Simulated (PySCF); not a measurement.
Molecule: SMILES [CH2]C1(C)OBOC1(C)C, doublet. Atoms near the plane z = 0.6 Å, at the GFN2-xTB optimised geometry (x, y, z in Å): C1 (-1.5, 2.0, 0.8), C2 (-0.7, 1.3, -0.1), O4 (0.7, 1.6, 0.0), B5 (1.4, 0.5, 0.0), O6 (0.7, -0.6, 0.0), C7 (-0.7, -0.3, 0.1), C9 (-1.1, -0.6, 1.6), H10 (-2.6, 2.2, 0.7), H11 (-1.0, 2.5, 1.7), H15 (2.6, 0.5, 0.0).

Level of theory: unrestricted PBE0/def2-SVP in PySCF. Cells within 0.4 Å of a nucleus heavier than hydrogen are left out (blank, or x). The values are rescaled to run from 0 to 1.

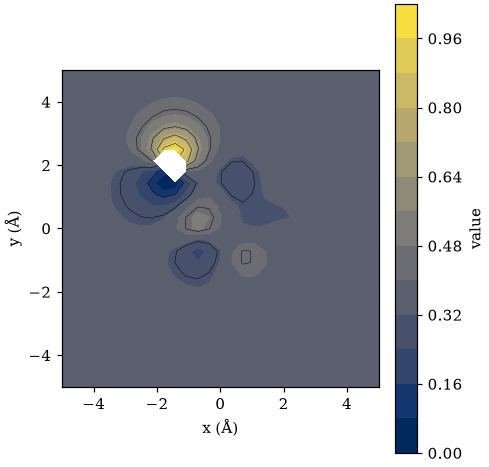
Figure: a field on the plane z = 0.6 Å.

Task: Which quantity is mapped?
A) deformation density (molecule minus spherical neutral atoms)
B) an orbital amplitude
C) spin density
D) log10 of the electron density

Result: B, an orbital amplitude. In full: HOMO amplitude (α) (bohr^(-3/2)), clipped to [-0.25, 0.25].
